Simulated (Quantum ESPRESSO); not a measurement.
# Dipole at the next field: honeycomb PbTe, 1 layer

Method. Quantum ESPRESSO 7.5, vdW-DF-cx, GBRV ultrasoft, PBE files; sawtooth field along the normal with dipole correction, ions clamped, threshold 1e-9 Ry; cell area 16.311 Å².

| field (V/Å) | dipole (e Å a cell) |
| --- | --- |
| 0 | 0.12406 |
| 0.1 | 0.16454 |
| 0.2 | 0.20488 |

**Question.** What is the dipole at −0.2 V/Å, and what electrostatic thickness 4πα/A follows from the rows?

**Worked estimate.** The slope is (0.20488 − (0.12406))/0.2 = 0.4041 e Å²/V, so 4πα/A = 180.95 × 0.4041/16.311 = 4.48 Å. Linear response gives p = 0.12406 + 0.4041 × (−0.2) = 0.04324 e Å; a parabola through the three rows gives 0.04268.

**Check.** p = 0.04235 e Å. The line misses by 1.1 % of the induced dipole and the parabola by 0.4 %. The response is slightly nonlinear.

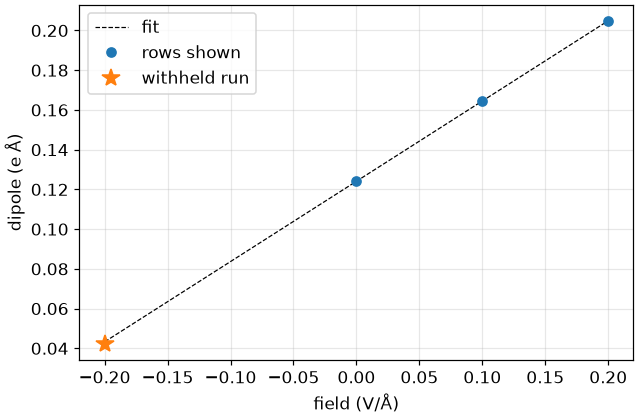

The rows shown, the fit and the withheld run.

**Limits.** Electrons alone respond; local and semilocal functionals tend to overscreen.
